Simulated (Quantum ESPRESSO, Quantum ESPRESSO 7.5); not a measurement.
**Zr2CO2 MXene, 1 layer: a series in the share of short-range exact exchange**

Wanted: a table for Zr2CO2 MXene, 1 layer against the share of short-range exact exchange, and what can be fitted to it.

Calculated with Quantum ESPRESSO 7.5; plane-wave DFT, PBE, SG15 norm-conserving pseudopotentials (geometry by pw.x at PBE, GBRV ultrasoft).

### 1. Starting point

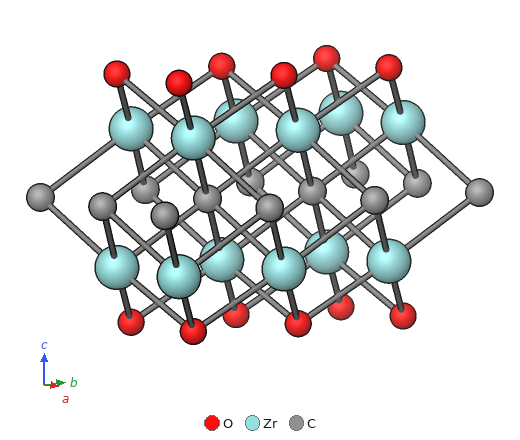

Start, viewed from the side, with the c axis up; oxygen red, zirconium light teal, carbon grey. 2×3×1 cells are drawn. Some periodic images of atoms are drawn too.

The cell holds 5 atoms: 2 O, 2 Zr and 1 C. Cell: a = 3.289 Å, b = 3.289 Å, c = 19.953 Å, α = 90.0°, β = 90.0°, γ = 120.0°. It derives from Zr2CO2. Vacuum lies along c.

Set-up: Cell and atoms are relaxed under PBE (GBRV files) and held. Screened hybrids with norm-conserving files, screening 0.106 per bohr, fixed occupations, a 9×9×1 mesh with exchange on 3×3×1 q points. Levels count from the potential in the middle of the vacuum.

Members 0.15, 0.2 and 0.25 took the same steps and show in the table alone.

### 2. Relaxing cell and ions of the reference

What the set-up leaves free in this member is relaxed.

ref.relax.in reads:

```
&control
  prefix = 'ref.relax'
  outdir = './out'
  pseudo_dir = './pseudo'
  nstep = 80
  forc_conv_thr = 0.0004
  calculation = 'vc-relax'
  etot_conv_thr = 1e-06
/
&system
  ibrav = 0
  nat = 5
  ntyp = 3
  ecutwfc = 50
  ecutrho = 250
  occupations = 'smearing'
  smearing = 'fd'
  degauss = 0.004
/
&electrons
  conv_thr = 1e-09
  mixing_beta = 0.4
  electron_maxstep = 120
  mixing_mode = 'plain'
/
&ions
/
&cell
  cell_dofree = '2Dxy'
  press_conv_thr = 0.3
/
ATOMIC_SPECIES
  O   15.9990  o_pbe_v1.2.uspp.F.UPF
  Zr  91.2240  zr_pbe_v1.uspp.F.UPF
  C   12.0110  c_pbe_v1.2.uspp.F.UPF
CELL_PARAMETERS angstrom
  3.28900000000000 0.00000000000000 0.00000000000000
  -1.64450000000000 2.84835755304702 0.00000000000000
  0.00000000000000 0.00000000000000 19.95294679561928
ATOMIC_POSITIONS crystal
  O   0.333333333300 0.666666666700 0.375884328106
  Zr  0.666666666700 0.333333333300 0.434959392856
  C   0.000000000000 0.000000000000 0.500000000000
  Zr  0.333333333300 0.666666666700 0.565040607144
  O   0.666666666700 0.333333333300 0.624115671894
K_POINTS automatic
  12 12 1 0 0 0
```

Run with:

```console
$ OMP_NUM_THREADS=1 mpirun -n 4 pw.x -nk 4 -in ref.relax.in > ref.relax.out
```

Log:

```text
Program PWSCF v.7.5 starts
[citation notice left out]

     Parallel version (MPI & OpenMP), running on       4 processor cores
     Number of MPI processes:                 4
     Threads/MPI process:                     1

     MPI processes distributed on     1 nodes
[...]
Current dimensions of program PWSCF are:
     Max number of different atomic species (ntypx) = 10
     Max number of k-points (npk) =  40000
     Max angular momentum in pseudopotentials (lmaxx) =  4
     Message from routine setup:
     using ibrav=0 with symmetry is DISCOURAGED, use correct ibrav instead

     K-points division:     npool     =       4
     Subspace diagonalization in iterative solution of the eigenvalue problem:
     a serial algorithm will be used

     G-vector sticks info
     --------------------
     sticks:   dense  smooth     PW     G-vecs:    dense   smooth      PW
     Sum         673     517    163                84285    60025    9987

     Using Slab Decomposition

     bravais-lattice index     =            0
     lattice parameter (alat)  =       6.2153  a.u.
     unit-cell volume          =    1261.4267 (a.u.)^3
     number of atoms/cell      =            5
     number of atomic types    =            3
     number of electrons       =        40.00
     number of Kohn-Sham states=           24
     kinetic-energy cutoff     =      50.0000  Ry
     charge density cutoff     =     250.0000  Ry
     scf convergence threshold =      1.0E-09
     mixing beta               =       0.4000
     number of iterations used =            8  plain     mixing
     energy convergence thresh.=      1.0E-06
     force convergence thresh. =      4.0E-04
     press convergence thresh. =      3.0E-01
     Exchange-correlation= SLA  PW   PBE  PBE
                           (   1   4   3   4   0   0   0)
     nstep                     =           80

     celldm(1)=   6.215309  celldm(2)=   0.000000  celldm(3)=   0.000000
     celldm(4)=   0.000000  celldm(5)=   0.000000  celldm(6)=   0.000000

     crystal axes: (cart. coord. in units of alat)
               a(1) = (   1.000000   0.000000   0.000000 )
               a(2) = (  -0.500000   0.866025   0.000000 )
               a(3) = (   0.000000   0.000000   6.066569 )

     reciprocal axes: (cart. coord. in units 2 pi/alat)
               b(1) = (  1.000000  0.577350 -0.000000 )
               b(2) = (  0.000000  1.154701  0.000000 )
               b(3) = (  0.000000 -0.000000  0.164838 )

     PseudoPot. # 1 for O  read from file:
     ./pseudo/o_pbe_v1.2.uspp.F.UPF
     Pseudo is Ultrasoft + core correction, Zval =  6.0
     Generated by new atomic code, or converted to UPF format
     Using radial grid of  737 points,  5 beta functions with:
                l(1) =   0
                l(2) =   0
                l(3) =   1
                l(4) =   1
                l(5) =   2
     Q(r) pseudized with  8 coefficients,  rinner =    0.900   0.900   0.900
                                                       0.900   0.900

     PseudoPot. # 2 for Zr read from file:
     ./pseudo/zr_pbe_v1.uspp.F.UPF
     Pseudo is Ultrasoft + core correction, Zval = 12.0
     Generated by new atomic code, or converted to UPF format
     Using radial grid of  887 points,  6 beta functions with:
                l(1) =   0
                l(2) =   0
                l(3) =   1
                l(4) =   1
                l(5) =   2
                l(6) =   2
     Q(r) pseudized with  6 coefficients,  rinner =    1.200   1.200   1.200
                                                       1.200   1.200

     PseudoPot. # 3 for C  read from file:
     ./pseudo/c_pbe_v1.2.uspp.F.UPF
     Pseudo is Ultrasoft + core correction, Zval =  4.0
     Generated by new atomic code, or converted to UPF format
     Using radial grid of  721 points,  4 beta functions with:
                l(1) =   0
                l(2) =   0
                l(3) =   1
                l(4) =   1
     Q(r) pseudized with  8 coefficients,  rinner =    1.100   1.100   1.100

     atomic species   valence    mass     pseudopotential
     O                 6.00    15.99900     O ( 1.00)
     Zr               12.00    91.22400     Zr( 1.00)
     C                 4.00    12.01100     C ( 1.00)

     12 Sym. Ops., with inversion, found

   Cartesian axes

     site n.     atom                  positions (alat units)
         1        O      tau(   1) = (  -0.0000000   0.5773503   2.2803284  )
         2        Zr     tau(   2) = (   0.5000000   0.2886751   2.6387113  )
         3        C      tau(   3) = (   0.0000000   0.0000000   3.0332847  )
         4        Zr     tau(   4) = (  -0.0000000   0.5773503   3.4278581  )
         5        O      tau(   5) = (   0.5000000   0.2886751   3.7862410  )

     number of k points=    19  Fermi-Dirac smearing, width (Ry)=  0.0040
                       cart. coord. in units 2pi/alat
        k(    1) = (   0.0000000   0.0000000   0.0000000), wk =   0.0138889
        k(    2) = (   0.0000000   0.0962250   0.0000000), wk =   0.0833333
        k(    3) = (   0.0000000   0.1924501   0.0000000), wk =   0.0833333
        k(    4) = (   0.0000000   0.2886751   0.0000000), wk =   0.0833333
        k(    5) = (   0.0000000   0.3849002   0.0000000), wk =   0.0833333
        k(    6) = (   0.0000000   0.4811252   0.0000000), wk =   0.0833333
        k(    7) = (   0.0000000  -0.5773503   0.0000000), wk =   0.0416667
        k(    8) = (   0.0833333   0.1443376   0.0000000), wk =   0.0833333
        k(    9) = (   0.0833333   0.2405626   0.0000000), wk =   0.1666667
        k(   10) = (   0.0833333   0.3367877   0.0000000), wk =   0.1666667
[...]
k(   19) = (   0.3333333   0.5773503   0.0000000), wk =   0.0277778

     Dense  grid:    84285 G-vectors     FFT dimensions: (  32,  32, 192)

     Smooth grid:    60025 G-vectors     FFT dimensions: (  27,  27, 180)

     Estimated max dynamical RAM per process >     150.82 MB

     Estimated total dynamical RAM >     541.56 MB

     Check: negative core charge=   -0.000002

     Initial potential from superposition of free atoms

     starting charge      39.9957, renormalised to      40.0000

     negative rho (up, down):  1.208E-01 0.000E+00
     Starting wfcs are   38 randomized atomic wfcs

     total cpu time spent up to now is        4.8 secs

     per-process dynamical memory:    83.0 Mb

     Self-consistent Calculation

     iteration #  1     ecut=    50.00 Ry     beta= 0.40
     Davidson diagonalization with overlap
     ethr =  1.00E-02,  avg # of iterations =  2.0

[...]
negative rho (up, down):  1.279E-01 0.000E+00

[...]
End of self-consistent calculation

          k = 0.0000 0.0000 0.0000 (  7399 PWs)   bands (ev):

   -48.0465 -48.0080 -26.4096 -26.0730 -25.8010 -25.8010 -25.7716 -25.7716
   -17.3595 -17.2770  -8.8412  -4.4027  -4.1410  -4.1410  -3.8231  -3.8231
    -3.3632  -0.4073   0.7706   0.7706   2.6080   2.6080   3.0376   4.0121

          k =-0.0000 0.0957 0.0000 (  7448 PWs)   bands (ev):

   -48.0407 -48.0033 -26.3918 -26.0847 -25.8476 -25.8336 -25.8147 -25.7800
   -17.3151 -17.2444  -8.8482  -4.3737  -4.1056  -4.0738  -3.8654  -3.7742
    -3.2565  -0.2844   0.2335   0.5140   2.6060   2.9279   3.1336   4.0487

          k =-0.0000 0.1914 0.0000 (  7474 PWs)   bands (ev):

   -48.0247 -47.9906 -26.3421 -26.1582 -26.0106 -25.9165 -25.8504 -25.8042
   -17.2073 -17.1645  -8.8345  -4.3828  -3.9881  -3.8972  -3.8100  -3.6483
    -3.0299  -0.7497  -0.1246   0.0844   2.2967   3.4547   3.5669   4.2907

          k =-0.0000 0.2871 0.0000 (  7504 PWs)   bands (ev):

   -48.0023 -47.9735 -26.3321 -26.2730 -26.2279 -25.9412 -25.8970 -25.8388
   -17.0896 -17.0758  -8.7360  -4.4423  -3.8722  -3.6823  -3.5049  -3.4957
    -2.9515  -1.4624  -0.2874  -0.2175   2.0694   3.8445   3.9407   4.6354

          k =-0.0000 0.3829 0.0000 (  7536 PWs)   bands (ev):

   -47.9793 -47.9570 -26.5268 -26.4396 -26.1883 -25.9436 -25.9421 -25.8741
   -17.0138 -16.9990  -8.5325  -4.4685  -3.9965  -3.5253  -3.3546  -3.1634
    -2.9718  -1.6927  -0.5537  -0.3185   1.9089   4.0413   4.2750   4.7586

          k =-0.0000 0.4786 0.0000 (  7524 PWs)   bands (ev):

   -47.9615 -47.9456 -26.6702 -26.5834 -26.1204 -25.9743 -25.9492 -25.9002
   -16.9818 -16.9508  -8.2941  -4.6657  -4.1759  -3.4653  -3.2481  -2.9093
    -2.7568  -1.8936  -0.5980  -0.2851   1.7835   3.9694   4.7715   4.7744

[...]
the Fermi energy is     1.2247 ev

!    total energy              =    -274.92384780 Ry
     estimated scf accuracy    <          4.3E-12 Ry
     smearing contrib. (-TS)   =      -0.00000056 Ry
     internal energy E=F+TS    =    -274.92384724 Ry

     The total energy is F=E-TS. E is the sum of the following terms:
     one-electron contribution =   -1872.98489387 Ry
     hartree contribution      =     940.87591110 Ry
     xc contribution           =     -53.88941394 Ry
     ewald contribution        =     711.07454947 Ry

     convergence has been achieved in   8 iterations

     negative rho (up, down):  1.279E-01 0.000E+00

     Forces acting on atoms (cartesian axes, Ry/au):

     atom    1 type  1   force =    -0.00000000    0.00000000    0.00005714
     atom    2 type  2   force =    -0.00000000   -0.00000000    0.00010185
     atom    3 type  3   force =     0.00000000    0.00000000    0.00000000
     atom    4 type  2   force =     0.00000000    0.00000000   -0.00010185
     atom    5 type  1   force =     0.00000000   -0.00000000   -0.00005714

     Total force =     0.000165     Total SCF correction =     0.000010

     Computing stress (Cartesian axis) and pressure

     negative rho (up, down):  1.279E-01 0.000E+00
          total   stress  (Ry/bohr**3)                   (kbar)     P=       -0.34
  -0.00000151   0.00000000   0.00000000           -0.22        0.00        0.00
   0.00000000  -0.00000151   0.00000000            0.00       -0.22        0.00
   0.00000000   0.00000000  -0.00000398            0.00        0.00       -0.59

     Energy error            =      3.5E-07 Ry
     Gradient error          =      1.0E-04 Ry/Bohr
     Cell gradient error     =      2.2E-01 kbar

     bfgs converged in   9 scf cycles and   8 bfgs steps
     (criteria: energy <  1.0E-06 Ry, force <  4.0E-04 Ry/Bohr, cell <  3.0E-01 kbar)

     End of BFGS Geometry Optimization

     Final enthalpy           =    -274.9238477975 Ry

     File ./out/ref.relax.bfgs deleted, as requested
Begin final coordinates
     new unit-cell volume =   1274.91957 a.u.^3 (   188.92359 Ang^3 )
     density =      1.99044 g/cm^3

CELL_PARAMETERS (angstrom)
   3.306543608   0.000000000   0.000000000
  -1.653271804   2.863550763   0.000000000
   0.000000000   0.000000000  19.952946796

ATOMIC_POSITIONS (crystal)
O                0.3333333333        0.6666666667        0.3838315411
Zr               0.6666666667        0.3333333333        0.4299294572
C                0.0000000000        0.0000000000        0.5000000000
Zr               0.3333333333        0.6666666667        0.5700705428
O                0.6666666667        0.3333333333        0.6161684589
End final coordinates

[...]
Final scf calculation at the relaxed structure.
     The G-vectors are recalculated for the final unit cell
     Results may differ from those at the preceding step.

     G-vector sticks info
     --------------------
     sticks:   dense  smooth     PW     G-vecs:    dense   smooth      PW
     Sum         673     547    163                85161    60847   10083

     Using Slab Decomposition

     bravais-lattice index     =            0
     lattice parameter (alat)  =       6.2153  a.u.
     unit-cell volume          =    1274.9196 (a.u.)^3
     number of atoms/cell      =            5
     number of atomic types    =            3
     number of electrons       =        40.00
     number of Kohn-Sham states=           24
     kinetic-energy cutoff     =      50.0000  Ry
     charge density cutoff     =     250.0000  Ry
     scf convergence threshold =      1.0E-11
     mixing beta               =       0.4000
     number of iterations used =            8  plain     mixing
     press convergence thresh. =      3.0E-01
     Exchange-correlation= SLA  PW   PBE  PBE
                           (   1   4   3   4   0   0   0)

     celldm(1)=   6.215309  celldm(2)=   0.000000  celldm(3)=   0.000000
     celldm(4)=   0.000000  celldm(5)=   0.000000  celldm(6)=   0.000000

     crystal axes: (cart. coord. in units of alat)
               a(1) = (   1.005334   0.000000   0.000000 )
               a(2) = (  -0.502667   0.870645   0.000000 )
               a(3) = (   0.000000   0.000000   6.066569 )

     reciprocal axes: (cart. coord. in units 2 pi/alat)
               b(1) = (  0.994694  0.574287 -0.000000 )
               b(2) = ( -0.000000  1.148574  0.000000 )
               b(3) = (  0.000000 -0.000000  0.164838 )

     PseudoPot. # 1 for O  read from file:
     ./pseudo/o_pbe_v1.2.uspp.F.UPF
     Pseudo is Ultrasoft + core correction, Zval =  6.0
     Generated by new atomic code, or converted to UPF format
     Using radial grid of  737 points,  5 beta functions with:
                l(1) =   0
                l(2) =   0
                l(3) =   1
                l(4) =   1
                l(5) =   2
     Q(r) pseudized with  8 coefficients,  rinner =    0.900   0.900   0.900
                                                       0.900   0.900

     PseudoPot. # 2 for Zr read from file:
     ./pseudo/zr_pbe_v1.uspp.F.UPF
     Pseudo is Ultrasoft + core correction, Zval = 12.0
     Generated by new atomic code, or converted to UPF format
     Using radial grid of  887 points,  6 beta functions with:
                l(1) =   0
                l(2) =   0
                l(3) =   1
                l(4) =   1
                l(5) =   2
                l(6) =   2
     Q(r) pseudized with  6 coefficients,  rinner =    1.200   1.200   1.200
                                                       1.200   1.200

     PseudoPot. # 3 for C  read from file:
     ./pseudo/c_pbe_v1.2.uspp.F.UPF
     Pseudo is Ultrasoft + core correction, Zval =  4.0
     Generated by new atomic code, or converted to UPF format
     Using radial grid of  721 points,  4 beta functions with:
                l(1) =   0
                l(2) =   0
                l(3) =   1
                l(4) =   1
     Q(r) pseudized with  8 coefficients,  rinner =    1.100   1.100   1.100

     atomic species   valence    mass     pseudopotential
     O                 6.00    15.99900     O ( 1.00)
     Zr
```

Run time: 5.3 min. Hardware: 4 MPI ranks of Intel Xeon Platinum 8259CL at 2.50GHz (Skylake/Cascade Lake), shared host; peak memory 0.82 GiB.

Step by step:

```csv
step,energy less that of the first step (eV),largest force (eV/Å),volume (Å³)
1,0.0000,4.9791,186.92
2,-0.8707,1.1106,186.18
3,-0.9383,0.3325,185.96
4,-0.9471,0.2693,186.38
5,-0.9562,0.2326,186.88
6,-0.9665,0.1596,187.60
7,-0.9742,0.0443,188.63
8,-0.9748,0.0030,188.95
9,-0.9748,0.0026,188.92
10,-0.9754,0.0025,188.92
```

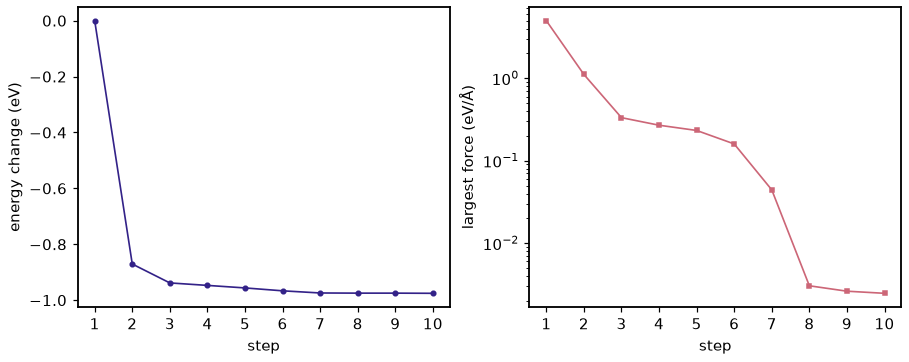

Energy and largest force along the relaxation.

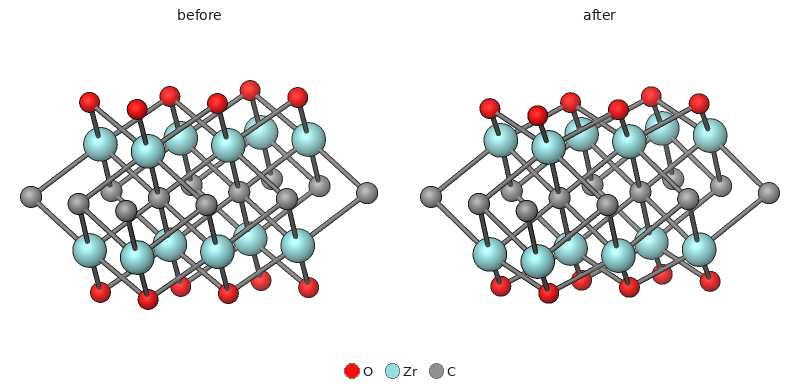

Before and after, at one scale.

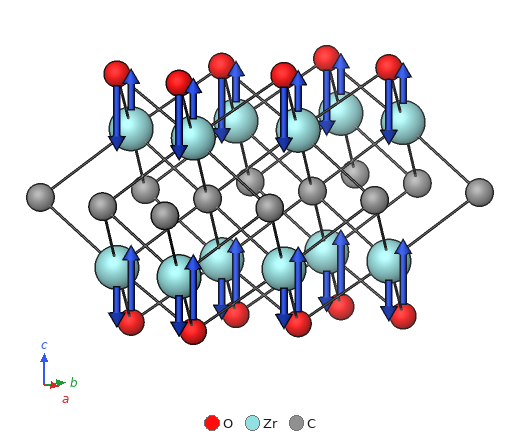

Displacements in the relaxation, exaggerated, measured against the changing cell; the longest in the cell stands for 0.16 Å. 2×3×1 cells are drawn. Some periodic images of atoms are drawn too.

```csv
cell as run,before,after,change
a (Å),3.289,3.307,+0.5 %
b (Å),3.289,3.307,+0.5 %
```

The atoms that moved most (Å, along periodic axes as changes of fractional coordinates times the final cell, across vacuum about the mean position):

```csv
atom,dx,dy,dz,length
O1,0.000,0.000,0.159,0.159
O5,0.000,0.000,-0.159,0.159
Zr4,0.000,0.000,0.100,0.100
Zr2,0.000,0.000,-0.100,0.100
```

 The last row is no step: it is a fresh SCF in the final cell with a new plane-wave basis, -1 meV from the row before.

Read from the output:

| Property | Result |
| --- | --- |
| free energy | -3740.5301 eV |
| Fermi energy | 1.225 eV |

[end of part 1 of 3]

[Logs are printed without paths, hosts, clocks, repeated set-up lines and the standing remarks that a program may print on its own settings, such as how far it seeks lower states.]

[Hosts, paths, dates, database ids (printed as entryN), source tags and the programs' standing remarks are cut or masked in the printed files.]

[Maps of the electrostatic potential energy from Ansatz leave out the sawtooth potential of an applied field or a dipole correction, so their vacuum need not be flat; planar profiles and work functions include it.]
